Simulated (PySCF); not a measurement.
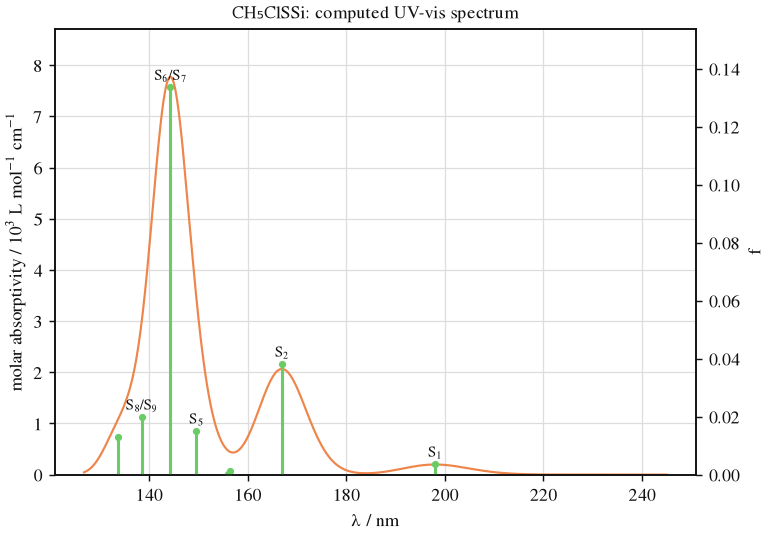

Computed absorption of CH₅ClSSi, SMILES CS[SiH2]Cl. Vertical TDHF excitations, HF/def2-SVPD with PySCF 2.14.0, at a PBE0-D3(BJ)/def2-SVP geometry (no frequency check), gas phase. Only the first 10 singlet excitations are included; each is broadened by a Gaussian of 1/e half-width 0.30 eV. Sticks give oscillator strengths (right axis). States within 0.01 eV of each other are merged, with their strengths summed. The highest state may be half of a pair whose partner wasn't computed.

### Where is the lowest singlet, and is it bright?

S1 lies at 6.26 eV (198 nm) with f = 0.004, mainly HOMO → LUMO (54 %); it is dark or nearly so.

### List the transitions behind the spectrum.

```
state  E (eV)  λ (nm)      f              main character
   S1    6.26     198  0.004          HOMO → LUMO (54 %)
   S2    7.42     167  0.038        HOMO → LUMO+1 (29 %)
   S3    7.92     156  0.001        HOMO → LUMO+2 (38 %)
   S4    7.94     156  0.000        HOMO → LUMO+4 (22 %)
   S5    8.29     150  0.015        HOMO−1 → LUMO (51 %)
S6/S7    8.59     144  0.134        HOMO → LUMO+4/LUMO+3
S8/S9    8.95     139  0.020  HOMO−2/HOMO → LUMO/LUMO+10
  S10    9.28     134  0.013       HOMO → LUMO+12 (17 %)
```

Caveats: one conformer of a flexible molecule; core orbitals are frozen in the response.
